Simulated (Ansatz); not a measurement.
**C₂H₅Si₂ radical: small, medium and large basis sets**

Aim: see how fast density functionals converge with the basis set for C₂H₅Si₂ radical.

Computed with Ansatz 0.2.0, Gaussian basis. Level: one geometry, several basis sets.

Plan: PBE0-D4/def2-SVP; ωB97M-V/def2-SVP; PBE0-D4/def2-QZVPP; ωB97M-V/def2-QZVPP; the functionals' def2-TZVPP values are taken from earlier runs.

### Step 1. The relaxed structure

The geometry comes from an earlier relaxation with PBE0-D4 in a triple-zeta def2 set; it is a stationary point, not always the lowest conformer.

9 atoms, charge 0, spin multiplicity 2.

Atoms are counted from 1 here; the program's logs count them from 0.

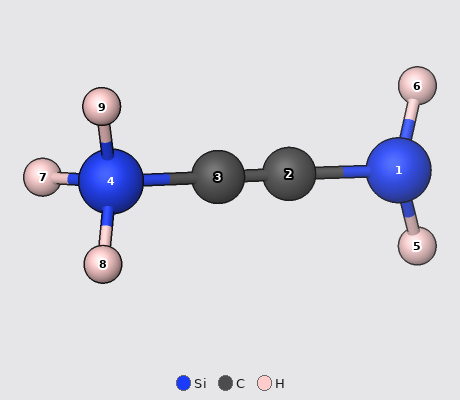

The geometry (silicon blue, carbon dark grey, hydrogen pink); atoms are numbered from 1 in the order of the file.

### Step 2. PBE0-D4 in def2-SVP

in.yaml

```yaml
crystal:
  periodic: [false, false, false]
  atoms:
    - {symbol: Si, position_ang: [-0.083334, 2.376443, -1.321890]}
    - {symbol: C, position_ang: [-0.023141, 0.801352, -0.449030]}
    - {symbol: C, position_ang: [0.126939, -0.244298, 0.159735]}
    - {symbol: Si, position_ang: [0.325700, -1.814471, 1.066476]}
    - {symbol: H, position_ang: [-0.415544, 2.194363, -2.755930]}
    - {symbol: H, position_ang: [-0.980937, 3.343244, -0.643963]}
    - {symbol: H, position_ang: [-0.967822, -2.540701, 1.082689]}
    - {symbol: H, position_ang: [1.354248, -2.640364, 0.388110]}
    - {symbol: H, position_ang: [0.752392, -1.521868, 2.456602]}
basis:
  gaussian: {orbitals: def2-SVP}
magnetization: {spin_polarized: true, initial_magnetization: 1}
hamiltonian: {xc: pbe0, dispersion: d4}
output: {orbitals: {seedname: orbitals}}
```

Started as:

```
> ansatz run in.yaml --threads 4 --pin off --events-out ev --progress --plain --max-ram 10444MiB
```

The runs that follow: ωB97M-V in def2-SVP; PBE0-D4 in def2-QZVPP; ωB97M-V in def2-QZVPP.

**Question.** What will the summary of the whole plan be? Wanted: PBE0-D4: double and triple zeta above quadruple; ωB97M-V: double and triple zeta above quadruple.

**Answer**, as computed:

| quantity | value |
| --- | --- |
| PBE0-D4: double and triple zeta above quadruple | 8.54, 0.64 eV |
| ωB97M-V: double and triple zeta above quadruple | 8.63, 0.59 eV |

PBE0-D4 gains 7.89 eV from double to triple zeta, then 0.64 eV more. These are total energies; as a rule much of such shifts cancels in differences, which this series doesn't test.
